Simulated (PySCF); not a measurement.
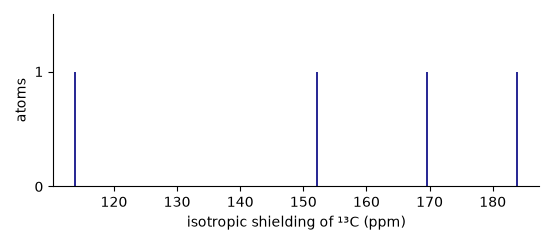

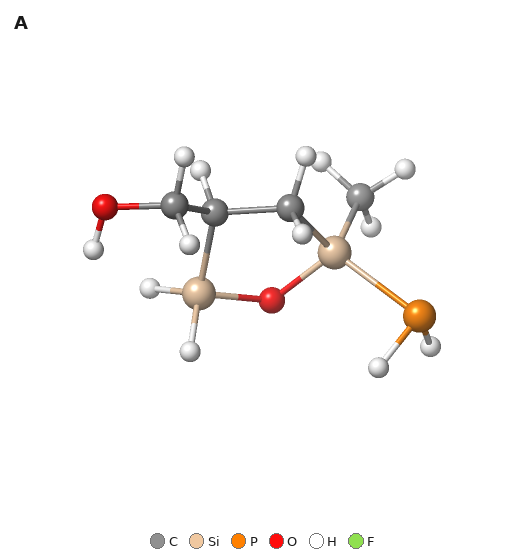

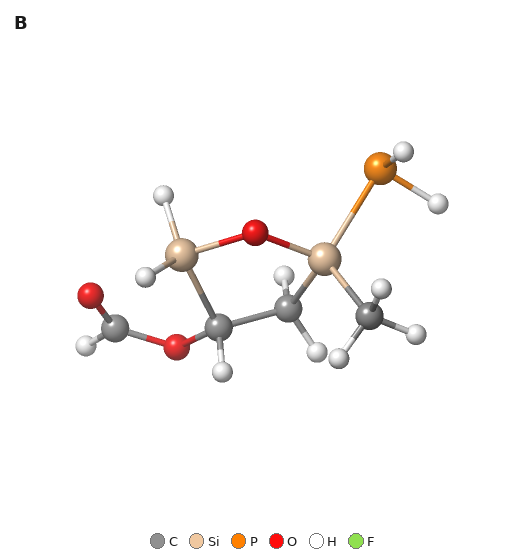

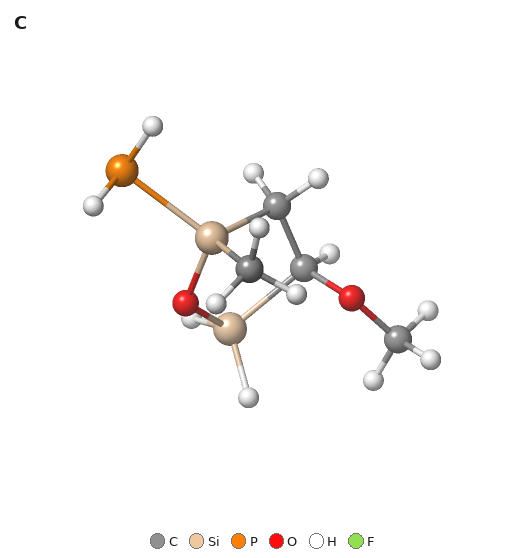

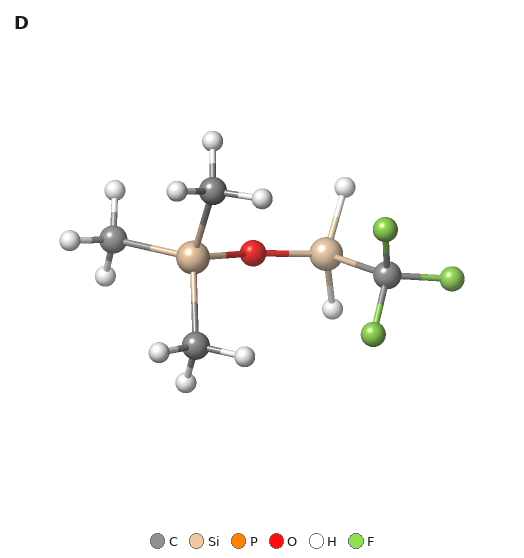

The sticks are computed shieldings of one of the molecules, for one fixed geometry (GFN2-xTB) without averaging over rotations. Low shielding means a high chemical shift. Method: GIAO PBE0/pcSseg-1 NMR shielding, non-relativistic, gas phase (PySCF 2.14.0).

Question: Which molecule gives this pattern?

Answer: A, `C[Si@@]1(P)C[C@H](CO)[SiH2]O1`. Its 4 C atoms give lines at 113.9, 152.1, 169.5, 183.9 ppm.

The geometry is semi-empirical. Around P, Si such bond lengths and angles can be off by a tenth of an ångström or more and by several degrees, and values that hang on the shape move with them.
